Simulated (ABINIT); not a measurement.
# InH3 (Pm-3m): zone-centre phonons, part 3 of 3

Aim: the zone-centre modes of InH3 (Pm-3m).

ABINIT 10.8.3; DFT PBEsol, scalar-relativistic, plane waves, PseudoDojo norm-conserving pseudopotentials.

So far. Step 5 (Relaxation): The volume changes by -0.1 % in this run and stands -28.2 % from the first cell. Step 7 (Linear response at Γ): The acoustic modes at Γ come out as far as 0.6 cm⁻¹ from zero, where they should vanish, a small numerical error. The relaxed cell has a = 3.822 Å (conventional setting).

The structure was built from a prototype and need not be the compound's stable phase.

## 8. Zone-centre analysis

anaddb reads the merged derivatives and imposes the acoustic sum rule.

Contents of anaddb.abi:

```
ddb_filepath "gamma_DDB"
output_file "anaddb.abo"
outdata_prefix "anaddb"
asr 1
chneut 1
enunit 2
eivec 1
nph1l 1
qph1l 0.0 0.0 0.0 1.0
```

Contents of mrgddb.in:

```
gamma_DDB
merged
2
dfpt_gammao_DDB
gso_DDB
```

Command:

```console
mrgddb < mrgddb.in > mrgddb.log
OMP_NUM_THREADS=1 anaddb anaddb.abi > anaddb.log
```

anaddb.abo, the main output file:

```text
-outvars_anaddb: echo values of input variables ----------------------

 Miscellaneous information :
      enunit         2
       eivec         1
         asr         1
 First list of wavevector (reduced coord.) :
       nph1l         1
       qph1l
                     0.00000000E+00  0.00000000E+00  0.00000000E+00    1.000E+00

================================================================================

 read the DDB information and perform some checks

  ==== Info on the Cryst% object ====
 Real(R)+Recip(G) space primitive vectors, cartesian coordinates (Bohr,Bohr^-1):
 R(1)=  7.2226460  0.0000000  0.0000000  G(1)=  0.1384534  0.0000000  0.0000000
 R(2)=  0.0000000  7.2226460  0.0000000  G(2)=  0.0000000  0.1384534  0.0000000
 R(3)=  0.0000000  0.0000000  7.2226460  G(3)=  0.0000000  0.0000000  0.1384534
 Unit cell volume ucvol=  3.7678099E+02 bohr^3
 Angles (23,13,12)=  9.00000000E+01  9.00000000E+01  9.00000000E+01 degrees
 Time-reversal symmetry is present
 Reduced atomic positions [iatom, xred, symbol]:
    1)    0.0000000  0.0000000  0.0000000  In
    2)    0.5000000  0.0000000  0.0000000   H
    3)    0.0000000  0.5000000  0.0000000   H
    4)    0.0000000  0.0000000  0.5000000   H

 DDB file with 3 blocks has been read.

================================================================================

 Treat the first list of vectors

  Phonon wavevector (reduced coordinates) :  0.00000  0.00000  0.00000
 Phonon energies in Hartree :
   0.000000E+00  0.000000E+00  0.000000E+00  1.508407E-03  1.508407E-03
   1.508407E-03  1.990396E-03  1.990396E-03  1.990396E-03  6.921640E-03
   6.921640E-03  6.921640E-03
 Phonon energies in meV     :
-  0.000000E+00  0.000000E+00  0.000000E+00  4.104583E+01  4.104583E+01
-  4.104583E+01  5.416144E+01  5.416144E+01  5.416144E+01  1.883474E+02
-  1.883474E+02  1.883474E+02
 Phonon frequencies in cm-1    :
-  0.000000E+00  0.000000E+00  0.000000E+00  3.310570E+02  3.310570E+02
-  3.310570E+02  4.368415E+02  4.368415E+02  4.368415E+02  1.519124E+03
-  1.519124E+03  1.519124E+03
 Phonon frequencies in Thz     :
-  0.000000E+00  0.000000E+00  0.000000E+00  9.924839E+00  9.924839E+00
-  9.924839E+00  1.309618E+01  1.309618E+01  1.309618E+01  4.554220E+01
-  4.554220E+01  4.554220E+01
 Phonon energies in Kelvin  :
-  0.000000E+00  0.000000E+00  0.000000E+00  4.763171E+02  4.763171E+02
-  4.763171E+02  6.285174E+02  6.285174E+02  6.285174E+02  2.185681E+03
-  2.185681E+03  2.185681E+03

 Eigendisplacements
 (will be given, for each mode : in cartesian coordinates
   for each atom the real part of the displacement vector,
   then the imaginary part of the displacement vector - absolute values smaller than 1.0d-7 are set to zero)
  Mode number    1   Energy    0.000000E+00
 Attention : low frequency mode.
   (Could be unstable or acoustic mode)
-  1  0.00000000E+00  0.00000000E+00  2.15757815E-03
-     0.00000000E+00  0.00000000E+00  0.00000000E+00
-  2  0.00000000E+00  0.00000000E+00  2.15757984E-03
-     0.00000000E+00  0.00000000E+00  0.00000000E+00
-  3  0.00000000E+00  0.00000000E+00  2.15757984E-03
-     0.00000000E+00  0.00000000E+00  0.00000000E+00
-  4  0.00000000E+00  0.00000000E+00  2.15757925E-03
-     0.00000000E+00  0.00000000E+00  0.00000000E+00
  Mode number    2   Energy    0.000000E+00
 Attention : low frequency mode.
   (Could be unstable or acoustic mode)
-  1  0.00000000E+00 -2.15757814E-03  0.00000000E+00
-     0.00000000E+00  0.00000000E+00  0.00000000E+00
-  2  0.00000000E+00 -2.15757983E-03  0.00000000E+00
-     0.00000000E+00  0.00000000E+00  0.00000000E+00
-  3  0.00000000E+00 -2.15757924E-03  0.00000000E+00
-     0.00000000E+00  0.00000000E+00  0.00000000E+00
-  4  0.00000000E+00 -2.15757983E-03  0.00000000E+00
-     0.00000000E+00  0.00000000E+00  0.00000000E+00
  Mode number    3   Energy    0.000000E+00
 Attention : low frequency mode.
   (Could be unstable or acoustic mode)
-  1  2.15757814E-03  0.00000000E+00  0.00000000E+00
-     0.00000000E+00  0.00000000E+00  0.00000000E+00
-  2  2.15757924E-03  0.00000000E+00  0.00000000E+00
-     0.00000000E+00  0.00000000E+00  0.00000000E+00
-  3  2.15757983E-03  0.00000000E+00  0.00000000E+00
-     0.00000000E+00  0.00000000E+00  0.00000000E+00
-  4  2.15757983E-03  0.00000000E+00  0.00000000E+00
-     0.00000000E+00  0.00000000E+00  0.00000000E+00
  Mode number    4   Energy    1.508407E-03
-  1  0.00000000E+00  0.00000000E+00 -3.26123269E-04
-     0.00000000E+00  0.00000000E+00  0.00000000E+00
-  2  0.00000000E+00 -1.55665517E-06  1.58497647E-02
-     0.00000000E+00  0.00000000E+00  0.00000000E+00
-  3  0.00000000E+00 -5.35354101E-07  1.58497647E-02
-     0.00000000E+00  0.00000000E+00  0.00000000E+00
-  4  0.00000000E+00 -1.55665517E-06  5.45094168E-03
-     0.00000000E+00  0.00000000E+00  0.00000000E+00
  Mode number    5   Energy    1.508407E-03
-  1  0.00000000E+00 -3.26123268E-04  0.00000000E+00
-     0.00000000E+00  0.00000000E+00  0.00000000E+00
-  2 -3.91556572E-07  1.58497647E-02  1.55665176E-06
-     0.00000000E+00  0.00000000E+00  0.00000000E+00
-  3 -1.13853347E-06  5.45094166E-03  1.55665176E-06
-     0.00000000E+00  0.00000000E+00  0.00000000E+00
-  4 -1.13853347E-06  1.58497647E-02  5.35352928E-07
-     0.00000000E+00  0.00000000E+00  0.00000000E+00
  Mode number    6   Energy    1.508407E-03
-  1  3.26123270E-04  0.00000000E+00  0.00000000E+00
-     0.00000000E+00  0.00000000E+00  0.00000000E+00
-  2 -5.45094169E-03 -1.13852881E-06  0.00000000E+00
-     0.00000000E+00  0.00000000E+00  0.00000000E+00
-  3 -1.58497648E-02 -3.91554969E-07  0.00000000E+00
-     0.00000000E+00  0.00000000E+00  0.00000000E+00
-  4 -1.58497648E-02 -1.13852881E-06  0.00000000E+00
-     0.00000000E+00  0.00000000E+00  0.00000000E+00
  Mode number    7   Energy    1.990396E-03
-  1  0.00000000E+00  0.00000000E+00  0.00000000E+00
-     0.00000000E+00  0.00000000E+00  0.00000000E+00
-  2  0.00000000E+00  8.54708715E-06  1.64963382E-02
-     0.00000000E+00  0.00000000E+00  0.00000000E+00
-  3 -3.07333765E-07  0.00000000E+00 -1.64963382E-02
-     0.00000000E+00  0.00000000E+00  0.00000000E+00
-  4  3.07333765E-07 -8.54708715E-06  0.00000000E+00
-     0.00000000E+00  0.00000000E+00  0.00000000E+00
  Mode number    8   Energy    1.990396E-03
-  1  0.00000000E+00  0.00000000E+00  0.00000000E+00
-     0.00000000E+00  0.00000000E+00  0.00000000E+00
-  2  0.00000000E+00  1.64963382E-02 -8.54710407E-06
-     0.00000000E+00  0.00000000E+00  0.00000000E+00
-  3 -9.08660314E-07  0.00000000E+00  8.54710407E-06
-     0.00000000E+00  0.00000000E+00  0.00000000E+00
-  4  9.08660314E-07 -1.64963382E-02  0.00000000E+00
-     0.00000000E+00  0.00000000E+00  0.00000000E+00
  Mode number    9   Energy    1.990396E-03
-  1  0.00000000E+00  0.00000000E+00  0.00000000E+00
-     0.00000000E+00  0.00000000E+00  0.00000000E+00
-  2  0.00000000E+00  9.08819428E-07  3.06862928E-07
-     0.00000000E+00  0.00000000E+00  0.00000000E+00
-  3  1.64963404E-02  0.00000000E+00 -3.06862928E-07
-     0.00000000E+00  0.00000000E+00  0.00000000E+00
-  4 -1.64963404E-02 -9.08819428E-07  0.00000000E+00
-     0.00000000E+00  0.00000000E+00  0.00000000E+00
  Mode number   10   Energy    6.921640E-03
-  1  0.00000000E+00  0.00000000E+00  1.27430047E-04
-     0.00000000E+00  0.00000000E+00  0.00000000E+00
-  2  0.00000000E+00  0.00000000E+00  4.03225161E-03
-     0.00000000E+00  0.00000000E+00  0.00000000E+00
-  3  0.00000000E+00  0.00000000E+00  4.03225161E-03
-     0.00000000E+00  0.00000000E+00  0.00000000E+00
-  4  0.00000000E+00  0.00000000E+00 -2.25807569E-02
-     0.00000000E+00  0.00000000E+00  0.00000000E+00
  Mode number   11   Energy    6.921640E-03
-  1  0.00000000E+00 -1.27430047E-04  0.00000000E+00
-     0.00000000E+00  0.00000000E+00  0.00000000E+00
-  2 -4.44243174E-07 -4.03225161E-03  0.00000000E+00
-     0.00000000E+00  0.00000000E+00  0.00000000E+00
-  3  0.00000000E+00  2.25807569E-02  0.00000000E+00
-     0.00000000E+00  0.00000000E+00  0.00000000E+00
-  4  0.00000000E+00 -4.03225161E-03  0.00000000E+00
-     0.00000000E+00  0.00000000E+00  0.00000000E+00
  Mode number   12   Energy    6.921640E-03
-  1  1.27430047E-04  0.00000000E+00  0.00000000E+00
-     0.00000000E+00  0.00000000E+00  0.00000000E+00
-  2 -2.25807569E-02  0.00000000E+00  0.00000000E+00
-     0.00000000E+00  0.00000000E+00  0.00000000E+00
-  3  4.03225161E-03 -4.44243174E-07  0.00000000E+00
-     0.00000000E+00  0.00000000E+00  0.00000000E+00
-  4  4.03225161E-03  0.00000000E+00  0.00000000E+00
-     0.00000000E+00  0.00000000E+00  0.00000000E+00

 Analysis of degeneracies and characters (maximum tolerance=1.00E-06 a.u.)
 For each vibration mode, or group of modes if degenerate,
 the characters are given for each symmetry operation (see the list in the log file).
 Symmetry characters of vibration mode #   1
       degenerate with vibration modes #   2 to    3
  3.0 -3.0 -1.0  1.0 -1.0  1.0 -1.0  1.0  1.0 -1.0 -1.0  1.0  1.0 -1.0 -1.0  1.0
  0.0 -0.0  0.0 -0.0 -0.0  0.0 -0.0  0.0  1.0 -1.0 -1.0  1.0 -1.0  1.0  1.0 -1.0
  0.0 -0.0 -0.0  0.0 -0.0  0.0  0.0 -0.0  1.0 -1.0  1.0 -1.0 -1.0  1.0 -1.0  1.0
 Symmetry characters of vibration mode #   4
       degenerate with vibration modes #   5 to    6
  3.0 -3.0 -1.0  1.0 -1.0  1.0 -1.0  1.0  1.0 -1.0 -1.0  1.0  1.0 -1.0 -1.0  1.0
  0.0 -0.0 -0.0  0.0 -0.0  0.0 -0.0  0.0  1.0 -1.0 -1.0  1.0 -1.0  1.0  1.0 -1.0
  0.0 -0.0 -0.0  0.0 -0.0  0.0 -0.0  0.0  1.0 -1.0  1.0 -1.0 -1.0  1.0 -1.0  1.0
 Symmetry characters of vibration mode #   7
       degenerate with vibration modes #   8 to    9
  3.0 -3.0 -1.0  1.0 -1.0  1.0 -1.0  1.0 -1.0  1.0  1.0 -1.0 -1.0  1.0  1.0 -1.0
 -0.0  0.0  0.0 -0.0 -0.0  0.0  0.0 -0.0 -1.0  1.0  1.0 -1.0  1.0 -1.0 -1.0  1.0
 -0.0  0.0 -0.0  0.0  0.0 -0.0  0.0 -0.0 -1.0  1.0 -1.0  1.0  1.0 -1.0  1.0 -1.0
 Symmetry characters of vibration mode #  10
       degenerate with vibration modes #  11 to   12
  3.0 -3.0 -1.0  1.0 -1.0  1.0 -1.0  1.0  1.0 -1.0 -1.0  1.0  1.0 -1.0 -1.0  1.0
  0.0 -0.0 -0.0  0.0  0.0 -0.0 -0.0  0.0  1.0 -1.0 -1.0  1.0 -1.0  1.0  1.0 -1.0
  0.0 -0.0  0.0 -0.0 -0.0  0.0 -0.0  0.0  1.0 -1.0  1.0 -1.0 -1.0  1.0 -1.0  1.0
-
```

Run time: 0.51 s. Hardware: 1 thread of Arm Neoverse V1, shared host.

Numbers from this step:

* lowest optical zone-centre mode: 331.1 cm⁻¹

No LO-TO term; unit eigenvectors of the mass-weighted matrix, from anaddb's displacements. Modes at Γ, with each element's share of the kinetic energy:

```tsv
mode	frequency (cm⁻¹)	symmetry	In %	H %
1	0.0	acoustic	97	3
2	0.0	acoustic	97	3
3	0.0	acoustic	97	3
4	331.1	T1u	2	98
5	331.1	T1u	2	98
6	331.1	T1u	2	98
7	436.8	T2u	0	100
8	436.8	T2u	0	100
9	436.8	T2u	0	100
10	1519.1	T1u	0	100
11	1519.1	T1u	0	100
12	1519.1	T1u	0	100
```

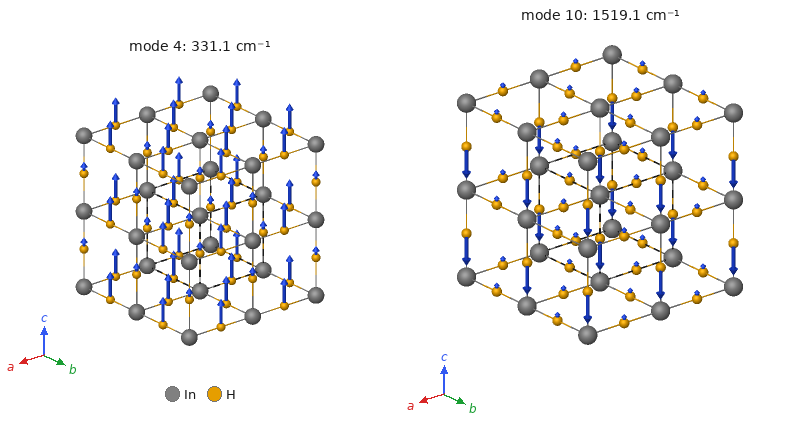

Displacement patterns of modes 4 and 10 at Γ; arrows are exaggerated. 2×2×2 cells are drawn. Some periodic images of atoms are drawn too.

The rule moves no optical mode by more than 0.1 cm⁻¹.

## 9. Results

```yaml
space_group_after_relaxation: Pm-3m
volume_per_atom: 14.0 Å³
highest_optical_zone_centre_mode_no_lo_to_term: 1519 cm⁻¹
lowest_optical_zone_centre_mode: 331.1 cm⁻¹
imaginary_optical_modes_at_the_zone_centre_no_q_mesh_in_this_session: none
```

At the PBEsol level the optical modes of InH3 (Pm-3m) at the zone centre run from 331 to 1519 cm⁻¹. These are harmonic frequencies at zero temperature: anharmonic shifts and linewidths and thermal expansion are left out. In a metal the frequencies hang on the k mesh and the smearing, most of all near Kohn anomalies. The structure is a hypothetical one, built on a prototype.

[Host names and launcher messages were left out of these logs when they were recorded.]

[Logs are printed without paths, hosts, clocks, repeated set-up lines and the standing remarks that a program may print on its own settings, such as how far it seeks lower states.]

[Hosts, paths, dates, database ids (printed as entryN), source tags and the programs' standing remarks are cut or masked in the printed files.]
